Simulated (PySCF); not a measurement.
**Be2Te2 ((BeTe)2 ring): a first try and a second**

Aim: a single-point energy of Be2Te2 ((BeTe)2 ring) at SOS-MP2/ccECP-aug-cc-pVDZ (core potential).

The calculation is run with PySCF 2.14.0.

5 further runs of the same task are left out: 1 that didn't finish, 4 set aside as unsound or not needed.

**1. The system as given**

Be2Te2: 4 atoms, total charge 0, spin state singlet. The shape comes from GFN2-xTB, which is rough for such elements, and wasn't checked as a minimum.

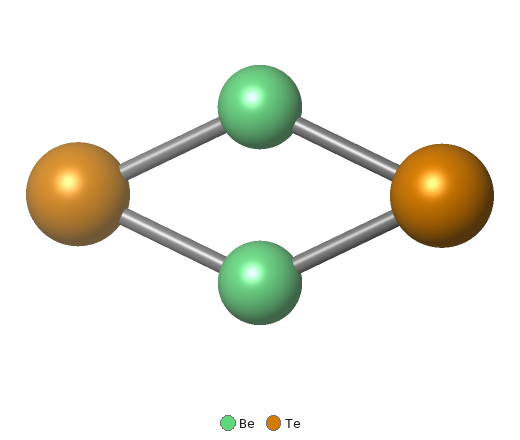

The structure, seen from a chosen angle (beryllium green, tellurium orange).

**2. First attempt**

Input file geometry.xyz:

```xyz
4
Be2Te2
Be    -0.029060    -0.908790     0.361480
Te    -1.533990     0.563960     1.291620
Be     0.029390     0.908680    -0.361720
Te     1.533670    -0.563840    -1.291390
```

Input file input.py:

```python
# (BeTe)2 ring
from pyscf import gto, scf, mp

molecule = gto.M(
    atom='geometry.xyz',
    verbose=4,
    ecp='ccecp',
    spin=1,
    max_memory=1860,
    basis='ccecp-aug-cc-pvdz',
)

mf = scf.RHF(molecule)
mf.kernel()

pt = mp.MP2(mf).run()
energy = mf.e_tot + 1.3 * pt.e_corr_os
print('E = %.10f Eh' % energy)
```

Launch:

```console
$ OMP_NUM_THREADS=1 python input.py
```

What it wrote:

```text
RuntimeError: Electron number 16 and spin 1 are not consistent
Note mol.spin = 2S = Nalpha - Nbeta, not 2S+1
```

Run time: 0.6 s. Hardware: 1 thread of Arm Neoverse V2, shared host; peak memory 0.12 GiB.

**3. What went wrong**

The input was rejected.

The log says `RuntimeError: Electron number 16 and spin 1 are not consistent`. What is wrong: the electron count doesn't fit the spin or reference typed: an even count needs an odd multiplicity, an odd count an even one. To mend it: multiplicity 1 in place of 2.

**4. Second attempt**

Input file input.xyz:

```xyz
4

Be    -0.029060    -0.908790     0.361480
Te    -1.533990     0.563960     1.291620
Be     0.029390     0.908680    -0.361720
Te     1.533670    -0.563840    -1.291390
```

Input file job.py:

```python
from pyscf import gto, mp

molecule = gto.M(
    atom='input.xyz',
    verbose=4,
    ecp={'Be': 'ccecp', 'Te': 'ccecp'},
    spin=0,
    max_memory=1860,
    basis='ccecp-aug-cc-pvdz',
)

myscf = molecule.RHF()
myscf.kernel()

pt = mp.MP2(myscf).run()
e_final = myscf.e_tot + 1.3 * pt.e_corr_os
print(f'total energy: {e_final:.8f} hartree')
```

Launch:

```console
$ OMP_NUM_THREADS=1 python job.py
```

What it wrote:

```text
PySCF version 2.14.0

[INPUT] num. atoms = 4
[INPUT] num. electrons = 16
[INPUT] charge = 0
[INPUT] spin (= nelec alpha-beta = 2S) = 0
[INPUT] symmetry False subgroup None
[INPUT] Mole.unit = angstrom
[INPUT] Symbol           X                Y                Z      unit          X                Y                Z       unit  Magmom
[INPUT]  1 Be    -0.029060000000  -0.908790000000   0.361480000000 AA   -0.054915441180  -1.717364204743   0.683098199508 Bohr   0.0
[INPUT]  2 Te    -1.533990000000   0.563960000000   1.291620000000 AA   -2.898820977822   1.065729945210   2.440808057011 Bohr   0.0
[INPUT]  3 Be     0.029390000000   0.908680000000  -0.361720000000 AA    0.055539050801   1.717156334870  -0.683551733778 Bohr   0.0
[INPUT]  4 Te     1.533670000000  -0.563840000000  -1.291390000000 AA    2.898216265462  -1.065503178075  -2.440373420002 Bohr   0.0

nuclear repulsion = 16.6920431218596
number of shells = 32
number of NR pGTOs = 224
number of NR cGTOs = 88
basis = ccecp-aug-cc-pvdz
ecp = {'Be': 'ccecp', 'Te': 'ccecp'}

******** <class 'pyscf.scf.hf.RHF'> ********
method = RHF
initial guess = minao
damping factor = 0
level_shift factor = 0
DIIS = <class 'pyscf.scf.diis.CDIIS'>
diis_start_cycle = 1
diis_space = 8
diis_damp = 0
SCF conv_tol = 1e-09
SCF conv_tol_grad = None
SCF max_cycles = 50
direct_scf = True
direct_scf_tol = 1e-13
Set gradient conv threshold to 3.16228e-05
Initial guess from minao.
init E= -18.5236602702264
  HOMO = -0.264693228273805  LUMO = -0.0535815628498568  gap/eV = 5.74464
cycle= 1 E= -18.1231918008105  delta_E=  0.4  |g|= 0.282  |ddm|= 4.22
  HOMO = -0.305618208560853  LUMO = -0.0404505995521711  gap/eV = 7.21558
cycle= 2 E= -18.1663724911716  delta_E= -0.0432  |g|= 0.16  |ddm|= 1.42
  HOMO = -0.298338832577813  LUMO = -0.00678340103302522  gap/eV = 7.93363
cycle= 3 E= -18.1783760900887  delta_E= -0.012  |g|= 0.0427  |ddm|= 0.446
  HOMO = -0.298995413630887  LUMO = -0.00946493619714361  gap/eV = 7.87853
cycle= 4 E= -18.1802067550941  delta_E= -0.00183  |g|= 0.00545  |ddm|= 0.246
  HOMO = -0.29774744116219  LUMO = -0.0098846214020224  gap/eV = 7.83315
cycle= 5 E= -18.1802489377693  delta_E= -4.22e-05  |g|= 0.00107  |ddm|= 0.0452
  HOMO = -0.297836615462865  LUMO = -0.010025137167362  gap/eV = 7.83175
cycle= 6 E= -18.180250730443  delta_E= -1.79e-06  |g|= 0.000331  |ddm|= 0.0106
  HOMO = -0.297761627884677  LUMO = -0.010014639078691  gap/eV = 7.82999
cycle= 7 E= -18.1802509233264  delta_E= -1.93e-07  |g|= 7e-05  |ddm|= 0.00281
  HOMO = -0.297758456902028  LUMO = -0.0100159253660267  gap/eV = 7.82987
cycle= 8 E= -18.1802509324691  delta_E= -9.14e-09  |g|= 1.4e-05  |ddm|= 0.000573
  HOMO = -0.297754725012469  LUMO = -0.0100148171477694  gap/eV = 7.82980
cycle= 9 E= -18.1802509327907  delta_E= -3.22e-10  |g|= 3.05e-06  |ddm|= 9.04e-05
  HOMO = -0.297754971869972  LUMO = -0.0100146558006314  gap/eV = 7.82981
Extra cycle  E= -18.180250932801  delta_E= -1.03e-11  |g|= 1.28e-06  |ddm|= 1.93e-05
converged SCF energy = -18.180250932801

******** <class 'pyscf.mp.mp2.RMP2'> ********
nocc = 8, nmo = 88
E(RMP2) = -18.4594624824576  E_corr = -0.279211549656609
E(SCS-RMP2) = -18.4507316504868  E_corr = -0.270480717685774
E_corr(same-spin) = -0.0745074714255661
E_corr(oppo-spin) = -0.204704078231043
total energy: -18.44636623 hartree
```

It took 3.9 s on 1 thread of Arm Neoverse V2, shared host; peak memory 0.2 GiB.

**5. What came out**

Level: SOS-MP2/ccECP-aug-cc-pVDZ (core potential).

| quantity | value |
| --- | --- |
| total energy | -18.44637 Eh |
| dipole moment (Hartree–Fock density) | 0.00 D |
| HOMO energy (Hartree–Fock orbitals) | -8.10 eV |
| LUMO energy (Hartree–Fock orbitals) | -0.27 eV |
| HOMO–LUMO gap (Hartree–Fock orbitals) | 7.83 eV |
| correlation energy | -266.1 mEh |
